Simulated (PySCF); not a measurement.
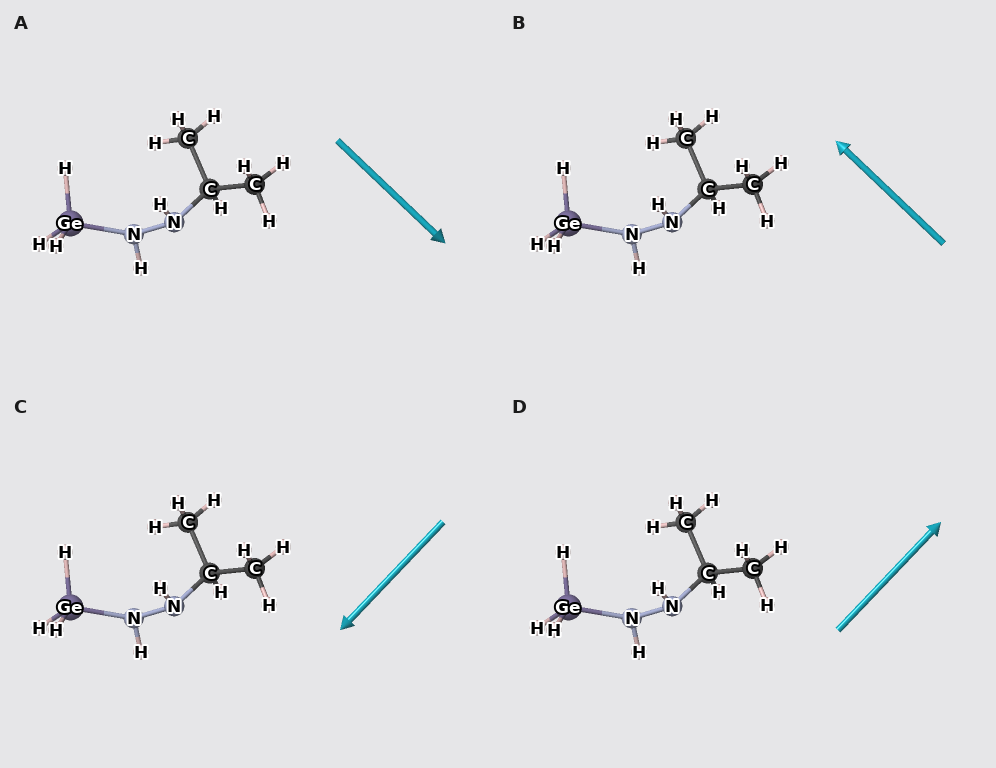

The same molecule four times, each with an arrow. The geometry was computed by an optimisation with GFN2-xTB. No frequency run is at hand to confirm it as a minimum. Properties computed with CAM-B3LYP/def2-SVPD, gas phase (PySCF 2.14.0).

Which arrow points along the dipole moment, from the negative to the positive end?

B. The dipole moment is 0.34 D.

The geometry is semi-empirical. Around Ge such bond lengths and angles can be off by a tenth of an ångström or more and by several degrees, and values that hang on the shape move with them.
